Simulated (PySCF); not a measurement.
**BH$_{9}$O$_{3}$Si$_{4}$: density, localisation and related maps**

Input file:

```
{"job": {"kind": "nmr", "xc": "PBE0", "basis": "pcSseg-1"}, "charge": 0, "multiplicity": 1}
Si     3.459797     0.058570    -0.582980
O      1.987814    -0.499804    -0.190902
Si     0.654694    -0.386701     0.694109
O     -0.305900    -1.587916     0.161722
B     -1.546883    -1.777004    -0.258621
Si    -2.801256    -0.230142    -0.264427
Si    -1.544960     1.669538     0.164948
O     -0.038253     1.042891     0.464164
H      3.364617     1.475086    -0.929547
H      4.317359    -0.137472     0.586111
H      3.837436    -0.782714    -1.715641
H      0.889779    -0.624662     2.103164
H     -1.801922    -2.873199    -0.625845
H     -3.551660    -0.071848    -1.528997
H     -3.882041    -0.337905     0.741497
H     -1.802337     2.439663     1.390415
H     -1.243283     2.635649    -0.899732
```

Command:

```sh
OMP_NUM_THREADS=1 python probes_run.py task.json out
```

Geometry: GFN2-xTB.

Computed with PySCF, PBE0/pcSseg-1, SCF density, gas phase, non-relativistic.

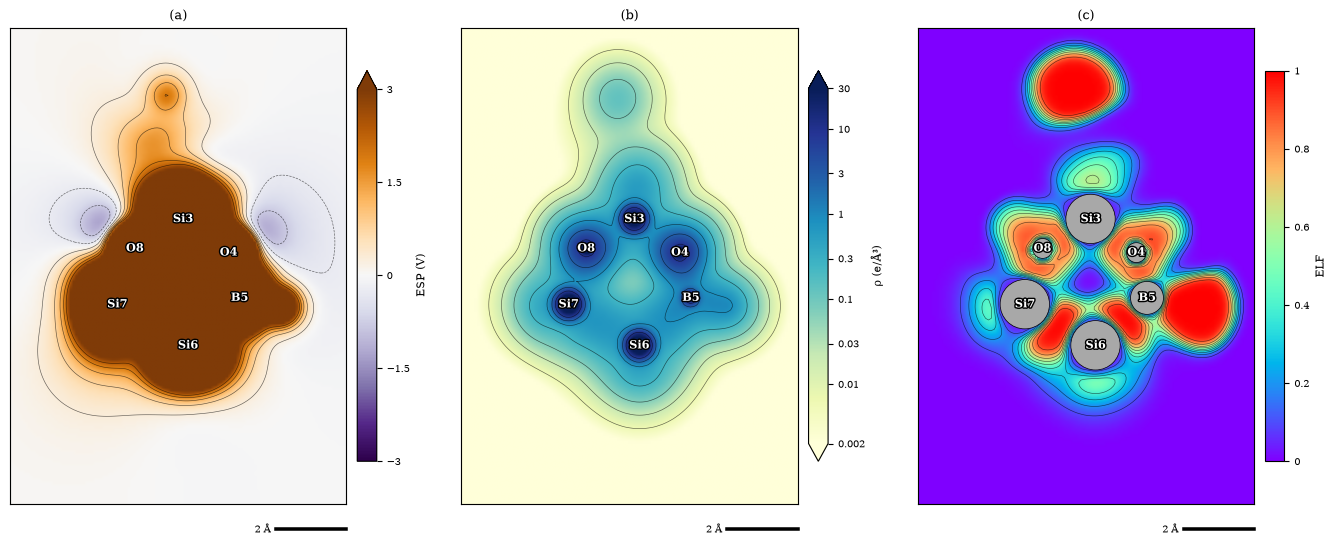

Figure 1. (a) molecular electrostatic potential; (b) electron density; (c) ELF on the plane of atoms Si6, Si7 and O8. Grey discs cover the atomic cores in the ELF map.

Q: What does the map show?

A: The section cuts through Si, O and B sites. B–O (1.32 Å): ρ is about 2.2 e/Å³ halfway; the ELF peaks at about 0.90 between the atoms; a short, strongly polar bond. Si–O (1.63 Å): ρ is about 1.2 e/Å³ halfway; the ELF peaks at about 0.90 between the atoms; a polar covalent bond. Si–B (1.99 Å): ρ at the midpoint is about 0.82 e/Å³; the ELF peaks at about 1 between the atoms, as expected for a covalent bond. Si–Si (2.32 Å): ρ at the midpoint is about 0.67 e/Å³; the ELF peaks at about 1 between the atoms (a covalent bond). Si–O (1.66 Å): ρ is about 1 e/Å³ halfway; the ELF peaks at about 0.85 between the atoms (a polar covalent bond). The ELF also peaks beside O4, away from the bonds: lone-pair regions. Outside the dense part of the molecule the potential is most negative (−1.2 V) near O8.

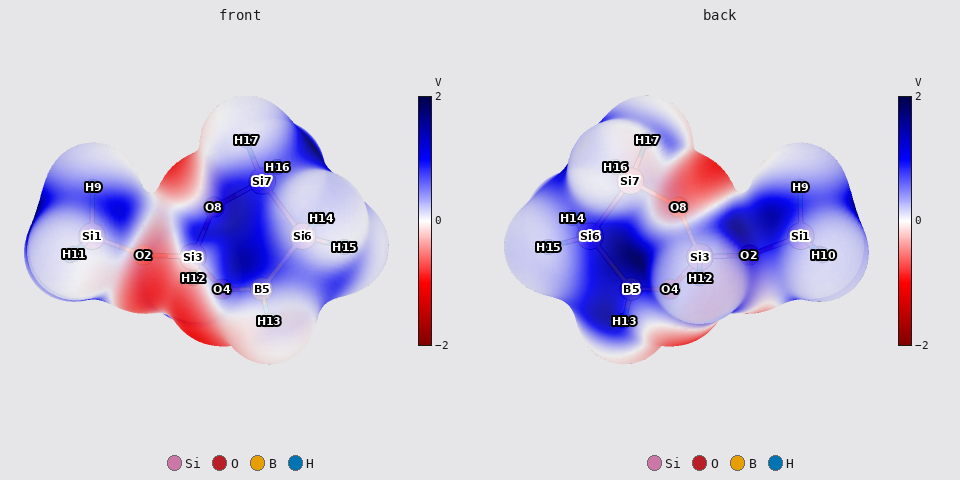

Figure 2. The electrostatic potential painted on the density surface at 0.002 e/bohr³, seen from the front and from behind; the colour scale runs from red (negative) to blue (positive).

Q: Which sites attract a positive test charge, and which a negative one?

A: A positive charge is drawn to the negative regions and a negative charge to the positive ones. The most negative region (about −0.9 V) lies over O2, O4 and O8, the most positive (about +1.8 V) over Si1, Si3, Si6 and Si7.
